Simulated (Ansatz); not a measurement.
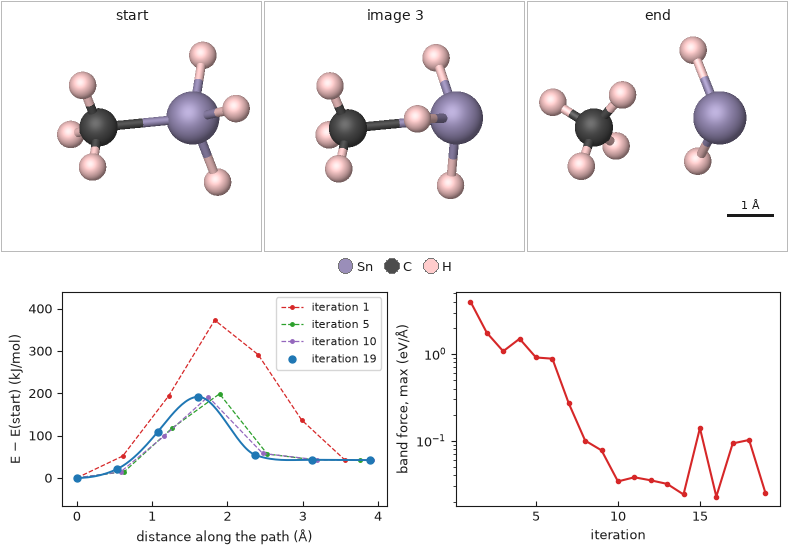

A nudged-elastic-band calculation for CH₆Sn. Images are numbered from 0 (start) to 6 (end). The plot follows the band through its iterations. Style: ball-and-stick. Shown at a tilt.

Level of theory: RKS LDA/def2-SVP in Ansatz. Run with 5 movable images; climbing image; force threshold 0.03 eV/Å; iteration limit 60; starting path through a guess of the saddle point.

Question: Did the band converge, and can the barrier be trusted?

Answer: The result is final at these settings. The band converged in 19 iterations. The largest component of the band force went from 4 to 0.025 eV/Å. The climbing image converged on the top of the path. Its vibrational analysis gives one imaginary mode (1017i cm⁻¹), as a transition state must have. The first iteration put the highest image at 372.7 kJ/mol. The highest point, image 3, lies 191.6 kJ/mol above the start and 149.5 kJ/mol above the end; the end is at +42.1 kJ/mol relative to the start.
